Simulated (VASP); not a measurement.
Band structure of HgTe (relaxed from the zinc blende structure, space group F-43m). Calculation: PBEsol GGA, VASP's PBE PAW potentials (set 64) (plane waves; VASP).

Unless said otherwise, spin-orbit coupling is left out, though it shifts the bands of the heavy elements here.

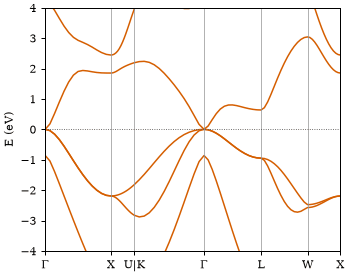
*Bands along high-symmetry lines, zero at the valence-band maximum or, without a gap, the Fermi level*

Q: Read the plot: is there a gap, and where are the band edges?

A: It has no gap at this level: it comes out as a metal or semimetal. (Edges off the drawn lines would not show.)

The structure was generated: HgTe was put into the zinc blende type (F-43m), which need not be its known phase. It was relaxed first, which changed the volume by +14 %.
